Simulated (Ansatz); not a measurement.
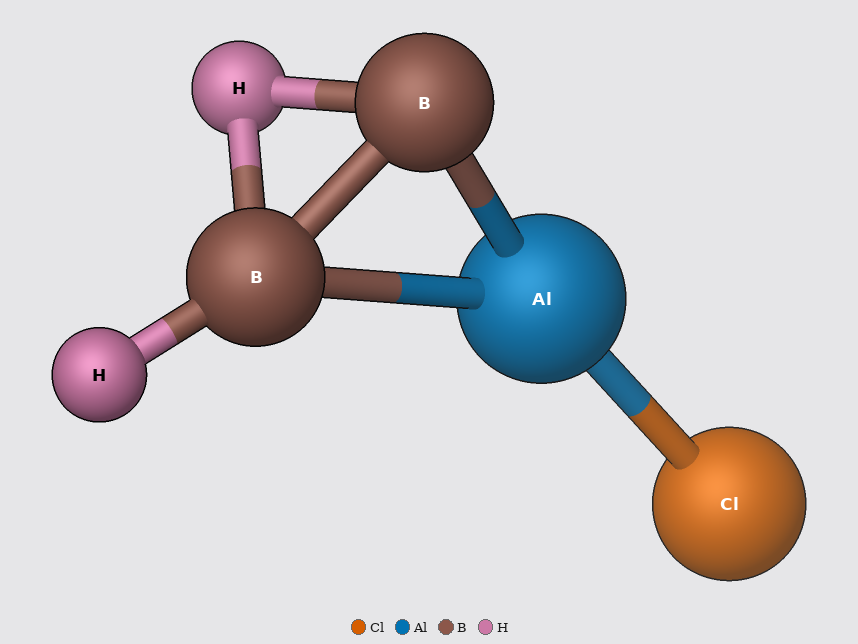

Ball-and-stick drawing of a structure.

The computed structure is the end point of a PBE0-D4/def2-TZVP optimisation. No frequency run is at hand to confirm it as a minimum.

Count the atoms of each element.

AlB2ClH2, 6 atoms: 1 aluminium, 2 boron, 1 chlorine and 2 hydrogen.

What is the point group of this geometry?

C1.

How many sets of symmetry-equivalent atoms are there?

6: 1 Cl, 1 Al, 1 B, 1 B, 1 H, 1 H.

Count the bonded pairs by element.

3 B–H, 2 Al–B, 1 Al–Cl, 1 B–B. Sticks follow a distance rule.

The parts below concern this one geometry. Atoms keep their numbers from picture to picture.

**Electronic properties**

No frequency run is at hand to confirm it as a minimum. Properties computed with RKS PBE0-D4/def2-TZVPP (Ansatz 0.2.0).

Give the HOMO energy (Kohn–Sham orbital) at this level.

−6.86 eV.

What is the HOMO–LUMO gap?

5.16 eV.

**Dipole moment**

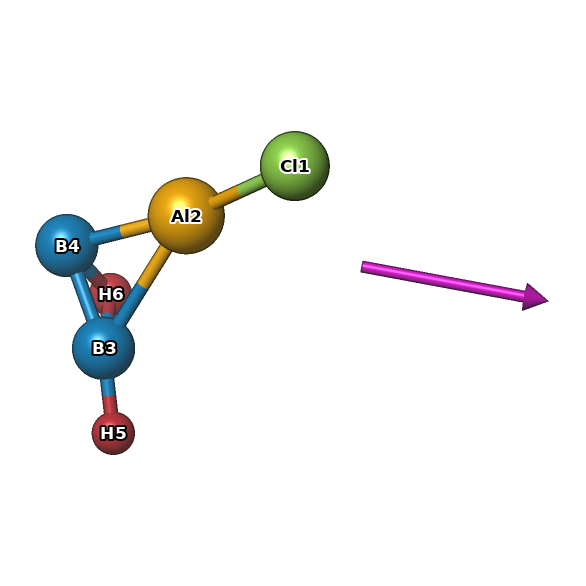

The arrow beside the molecule shows the direction of the dipole moment, from the negative to the positive end (its length means nothing). No frequency run is at hand to confirm it as a minimum. Method: RKS PBE0-D4/def2-TZVP (Ansatz 0.2.0).

How large is the dipole moment?

1.59 D; it points from the side of B4 to the side of Cl1 (the outermost atoms at the two ends).

**Charges**

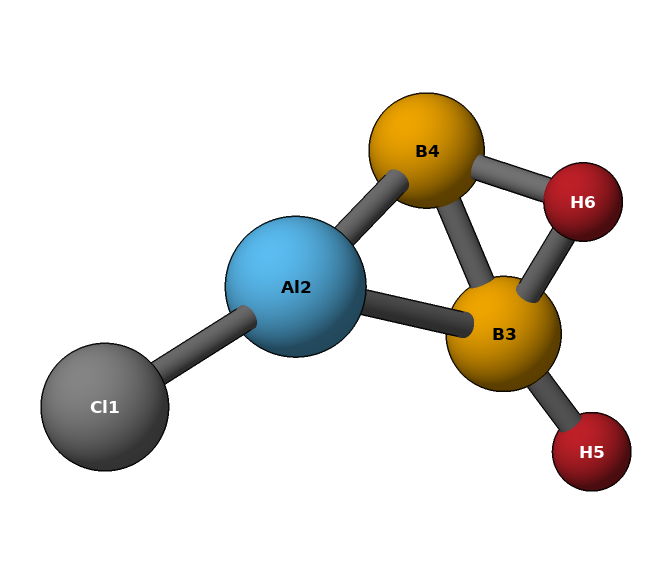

The questions are on Mulliken charges. No frequency run is at hand to confirm it as a minimum. Properties computed with RKS PBE0-D4/def2-TZVP (Ansatz 0.2.0).

Give the Mulliken charges atom by atom.

```json
{"atom": "Cl1", "value (e)": "−0.18"}
{"atom": "Al2", "value (e)": "0.29"}
{"atom": "B3", "value (e)": "−0.04"}
{"atom": "B4", "value (e)": "−0.31"}
{"atom": "H5", "value (e)": "0.08"}
{"atom": "H6", "value (e)": "0.16"}
```

Mulliken values depend strongly on the basis set and can even reverse the polarity of a bond.
